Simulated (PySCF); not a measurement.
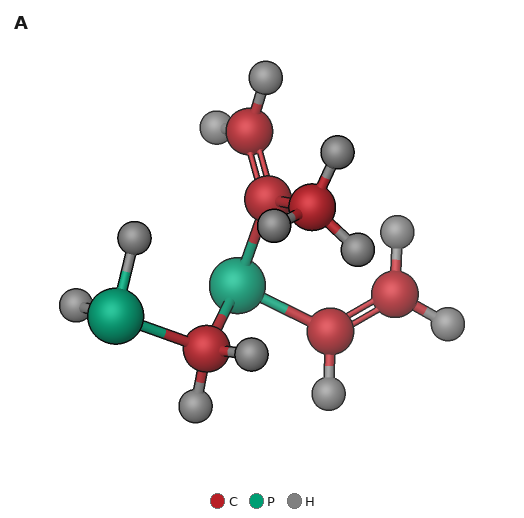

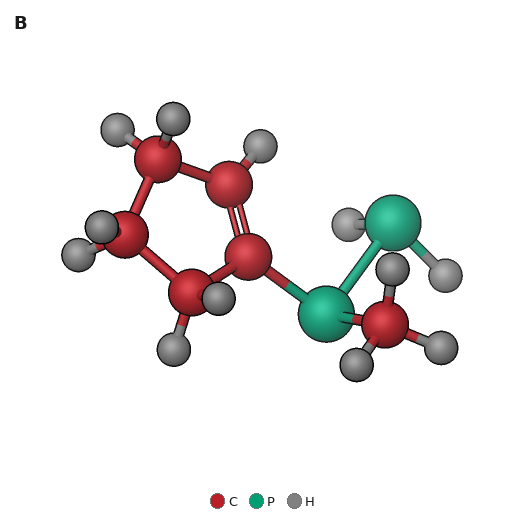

2 stationary structures of one formula. Geometries: GFN2-xTB. Electronic energies: PBE0/pcSseg-1 (PySCF 2.14.0), without zero-point energy. No frequency run is at hand to confirm each as a minimum. Each is one conformer, not always the lowest.

**Are they conformers, stereoisomers or constitutional isomers?**

They are constitutional isomers of C6H12P2: A `C=CP(CP)C(=C)C`, B `CP(P)C1=CCCC1`.

**Which is lowest in energy, and by how much?**

B is lowest; A lies 120.2 kJ/mol above it.

The geometry is semi-empirical. Around P such bond lengths and angles can be off by a tenth of an ångström or more and by several degrees, and values that hang on the shape move with them.
